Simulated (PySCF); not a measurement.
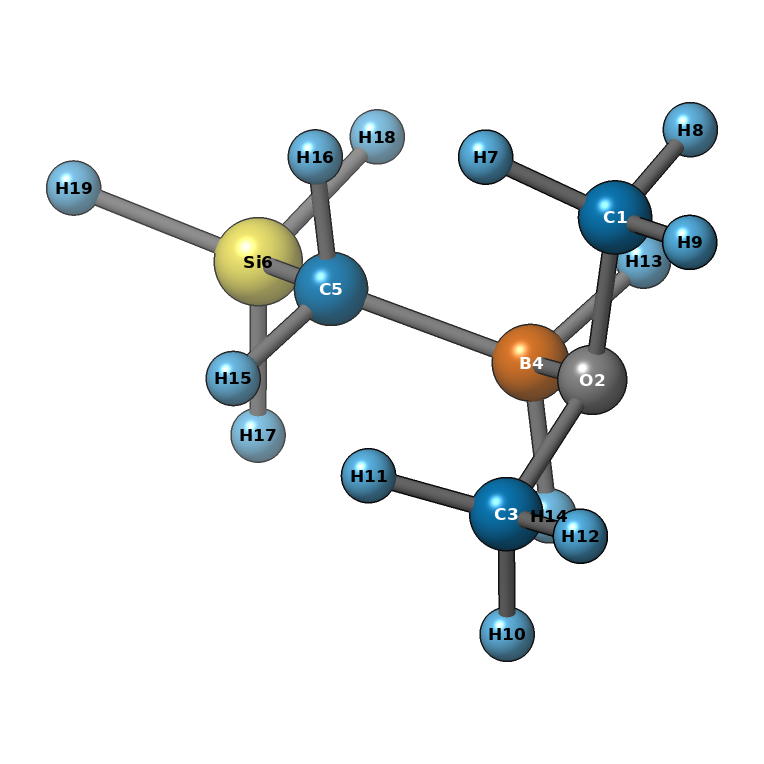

B4 lies behind O2. The molecule seen a little off the O2–B4 bond, O2 in front. Atoms fade into the background with distance from the viewer. Computed geometry: PBE0-D3(BJ)/def2-SVP optimisation. No frequency run is at hand to confirm it as a minimum.

What is the torsion angle C1–O2–B4–C5? The sign is positive where the front bond must turn clockwise to cover the back bond.

−69°, synclinal (gauche).
